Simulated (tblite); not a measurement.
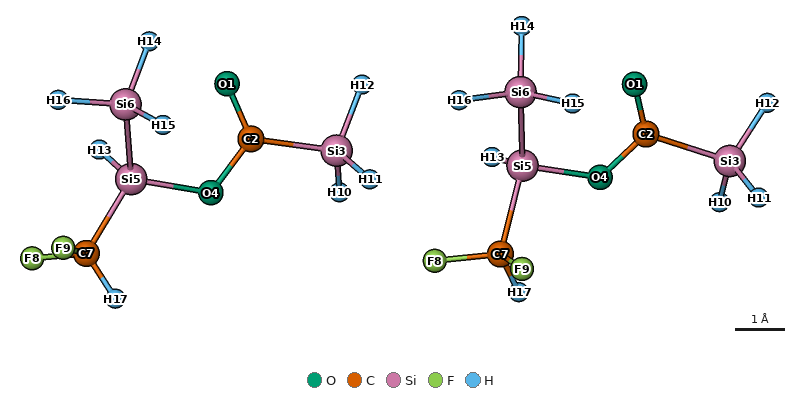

Two geometries of C$_{2}$H$_{8}$F$_{2}$O$_{2}$Si$_{3}$, drawn at one scale. One is the start of a relaxation, the other its converged end. A ball-and-stick model, seen at a tilt.

All numbers below come from tblite 0.8.0, GFN2-xTB geometry optimisation, gas phase. 

Which geometry has the lower energy?

The right one is the relaxed one. F9 moves most after the best rigid fit: 1.30 Å. By element the largest moves are F 1.30 Å, H 0.81 Å, O 0.73 Å, Si 0.39 Å, C 0.33 Å. Some distances before and after: O1–Si6 3.046 → 2.726 Å, Si5–C7 1.838 → 1.938 Å, C2–O4 1.401 → 1.326 Å, C2–Si3 1.852 → 1.917 Å. Among the angles between lasting bonds that change: Si6–Si5–H13 105.5° → 126.0°, O4–Si5–C7 113.8° → 98.8°, Si3–C2–O4 120.1° → 112.9°. Groups turn about O4–Si5 by about 30°, C2–Si3 by about 25°. Over 153 geometry steps the energy falls by 16.9 kcal/mol.
